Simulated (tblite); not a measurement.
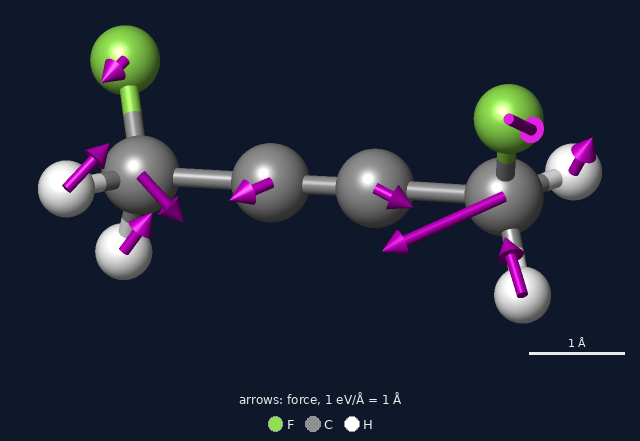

Starting geometry of C4H4F2 with the computed forces as purple arrows. A ball-and-stick model, seen at a tilt.

All numbers below come from GFN2-xTB geometry optimisation, gas phase in tblite 0.8.0. 

### Is this structure relaxed? If not, where do the atoms go?

It isn't relaxed: the largest force vector, on a C atom, is 1.45 eV/Å. The final displacements have little in common with the starting forces (cosine between the two patterns 0.19). The largest moves after the best rigid fit, 0.44 Å, are those of F and H atoms. Largest moves by element: H 0.44 Å, F 0.44 Å, C 0.07 Å. Some distances before and after: C–C 1.482 → 1.448 Å, C–H 1.123 → 1.097 Å, C–F 1.390 → 1.376 Å, C–H 1.091 → 1.097 Å. Among the angles between lasting bonds that change: F–C–H 113.8° → 107.0°, H–C–H 105.2° → 110.4°, F–C–H 110.7° → 107.0°. After 58 geometry steps the energy has fallen by 0.141 eV. Cost: 0.54 s on 1 thread of Intel(R) Xeon(R) Processor @ 2.50GHz, on a shared host.
